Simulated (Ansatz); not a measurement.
Correcting a cheap level on molecular compounds of Al

The atomisation energy (no zero-point term) in kJ/mol of 7 molecular compounds of Al: x at MP2/def2-SVP, y at CCSD(T)/CBS estimate. Shapes, held fixed at every level: PBE0-D4/def2-TZVP. Flexible molecules stand in one conformer, not always the lowest. Programs: Ansatz 0.2.0.

| molecule | x (kJ/mol) | y (kJ/mol) |
| --- | --- | --- |
| AlH(SH)2 | 1576 | 1722 |
| CH5AlClN (SMILES C[NH][AlH][Cl]) | 2940 | 3101 |
| C2H7AlS (SMILES C[CH2][AlH][SH]) | 3623 | 3807 |
| C2H7AlOS (SMILES C[CH2][Al]([OH])[SH]) | 4231 | ? |
| C2H8AlNS (SMILES C[N](C)[AlH][SH]) | 4332 | 4567 |
| C3AlN3O3 (SMILES O=C=[N][Al]([N]=C=O)[N]=C=O) | 5323 | 5331 |
| C7H17AlO3 (SMILES C[O][Al]([O]C(C)C)[O]C(C)C) | 10936 | 11303 |

Fit y = c + s·x to the known rows and predict y for C2H7AlOS.


1. Means of the 6 rows: x = 4788.33, y = 4971.8.
2. Σ(Δx)² = 53381337, Σ(Δx·Δy) = 54553566, so the slope is 54553566/53381337 = 1.022.
3. Intercept: 4971.8 − (1.022) × 4788.33 = 78.1. The largest residual of the fit is 187.
4. C2H7AlOS: 78.1 + 1.022 × 4231 = 4402 kJ/mol.

CCSD(T)/CBS estimate gives 4443 kJ/mol, so the prediction is off by -41 kJ/mol, within the largest residual. The largest residual belongs to C3AlN3O3, which stands apart and tilts the line. Uncorrected, MP2/def2-SVP misses it by -212 kJ/mol, and the other rows by 184 on average. The line removes about 80 % of this miss. Left out in turn, the other rows are missed by 132 kJ/mol on average. The CBS estimate extrapolates MP2 from def2-TZVPP and def2-QZVPP and adds CCSD(T) − MP2 in the triple-zeta set, cores frozen.

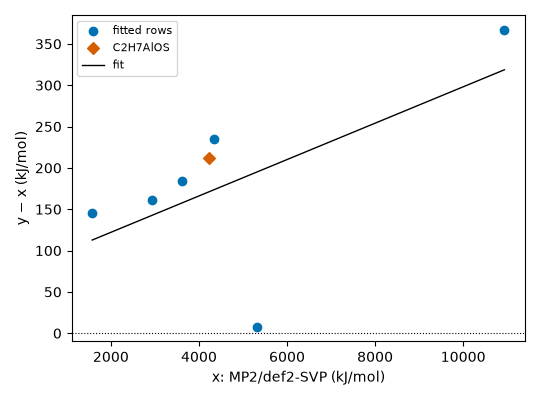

The correction y − x against x, with the fitted line and the withheld molecule.
